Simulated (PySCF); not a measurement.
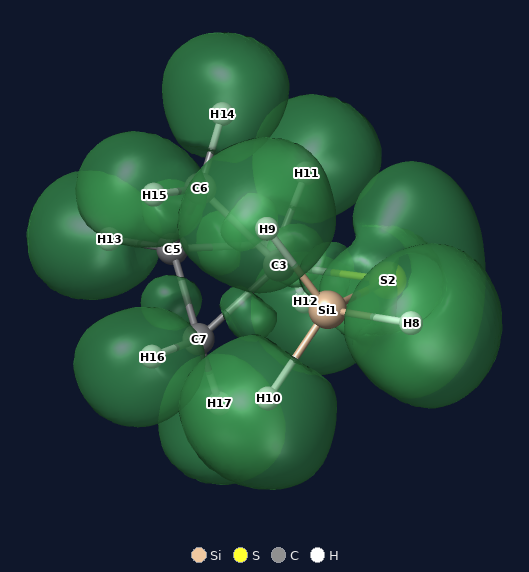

*C5H10SSi (SMILES [SiH3]SC12CC(C1)C2). Isosurface of the electron localisation function at 0.8 (green), seen at an oblique angle. Core shells and regions of very low density are left out.*

Geometry: PBE0-D3(BJ)/def2-SVP.

The calculation used PBE0/pcSseg-1, SCF density, gas phase, non-relativistic in PySCF.

```yaml
atoms:
  - { symbol: Si, position_ang: [2.9438, -0.1915, 0.0274] }
  - { symbol: S, position_ang: [1.5616, 1.3190, -0.5953] }
  - { symbol: C, position_ang: [0.0095, 0.4529, -0.2899] }
  - { symbol: C, position_ang: [-1.3723, 1.0706, -0.5877] }
  - { symbol: C, position_ang: [-1.6434, -0.3387, -0.0169] }
  - { symbol: C, position_ang: [-0.5720, -0.0420, 1.0551] }
  - { symbol: C, position_ang: [-0.5092, -0.8571, -0.9279] }
  - { symbol: H, position_ang: [4.2975, 0.4019, -0.1673] }
  - { symbol: H, position_ang: [2.7557, -0.5587, 1.4643] }
  - { symbol: H, position_ang: [2.8141, -1.4339, -0.7934] }
  - { symbol: H, position_ang: [-1.6644, 1.9275, 0.0383] }
  - { symbol: H, position_ang: [-1.6106, 1.2348, -1.6495] }
  - { symbol: H, position_ang: [-2.6235, -0.8081, 0.1446] }
  - { symbol: H, position_ang: [-0.8067, 0.7363, 1.7965] }
  - { symbol: H, position_ang: [-0.0768, -0.9108, 1.5157] }
  - { symbol: H, position_ang: [-0.0098, -1.7877, -0.6173] }
  - { symbol: H, position_ang: [-0.6854, -0.8302, -2.0137] }
```

Describe the localisation domains.

The ELF exceeds this value in six regions between bonded C–C atoms (shared pairs), one region between bonded C–S atoms (shared pairs), ten regions around hydrogen nuclei and one region on S in which the atom's valence shell and bonds are merged. Along the contacts the grid gives the following. C–C (1.54 Å): the ELF peaks at about 0.95 between the atoms; a covalent bond. C–S (1.80 Å): the ELF peaks at about 0.90 between the atoms; a covalent bond.
